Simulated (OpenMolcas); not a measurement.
How basis sets differ on SnSe (SMILES [Se][Sn])

SnSe: 2 atoms, total charge 0, spin state singlet. SMILES: `[Se][Sn]`. Geometry: a GFN2-xTB relaxation, a rough one for these elements and not checked as a minimum.

```csv
atom,x (Å),y (Å),z (Å)
Se,0.0000,0.0000,0.0000
Sn,0.0000,0.0000,2.3383
```

Each level gives the energy change with the Se1–Sn2 bond stretched from 2.338 to 3.508 Å (eV). The values are calculated.

```csv
level,kind,program,value (eV),CPU time (all runs)
HF/ANO-RCC-MB (DKH2) (restricted),Hartree–Fock,OpenMolcas,2.68,10 s
HF/ANO-RCC-VDZ (DKH2) (restricted),Hartree–Fock,OpenMolcas,3.09,12 s
HF/ANO-RCC-VDZP (DKH2) (restricted),Hartree–Fock,OpenMolcas,3.99,17 s
HF/ANO-RCC-VTZP (DKH2) (restricted),Hartree–Fock,OpenMolcas,4.20,43 s
"HF/ANO-RCC-VQZP (DKH2, RICD fitting) (restricted)",Hartree–Fock,OpenMolcas,4.21,1.7 min
```

The first shape isn't each level's own minimum. The values span 2.68 to 4.21 eV. Without the sets that lack polarisation functions the rows with a basis span only 3.99 to 4.21 eV. Times are those of the runs behind each value, whatever else they computed, on shared processors of several kinds: orders of magnitude only.

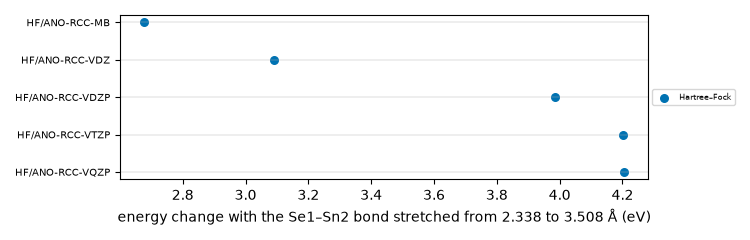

The values of the table, level by level.
